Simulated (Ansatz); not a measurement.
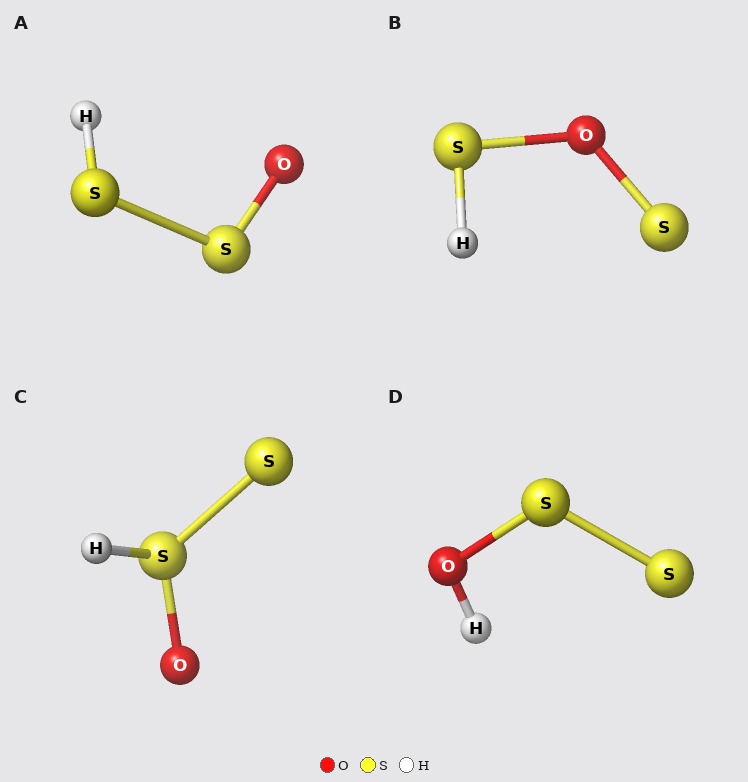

4 stationary structures of one formula. State: neutral, doublet. Geometries: PBE-D4/def2-SVP. Electronic energies: PBE-D4/def2-SVP (Ansatz 0.2.0), without zero-point energy. No frequency run is at hand to confirm each as a minimum.

### Which is lowest in energy, and by how much?

D is lowest; A lies 35.1 kJ/mol above it (C1), C lies 144.9 kJ/mol above it (C1), B lies 166.8 kJ/mol above it (Cs).
